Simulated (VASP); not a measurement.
Band structure of BaHfO3 (cubic perovskite). Method: vdW-DF-cx, VASP's PBE PAW potentials (set 64) (plane waves; VASP).

Unless said otherwise, spin-orbit coupling is left out, though it shifts the bands of the heavy elements here.

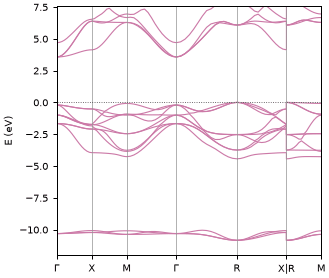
Figure: Bands along high-symmetry lines, zero at the valence-band maximum or, without a gap, the Fermi level

Q: Read the plot: is there a gap, and where are the band edges?

A: The gap is indirect, 3.57 eV, from the valence maximum at R to the conduction minimum at Γ. (Edges off the drawn lines would not show.)

The compound is BaHfO3 in the cubic perovskite structure. It was relaxed first.
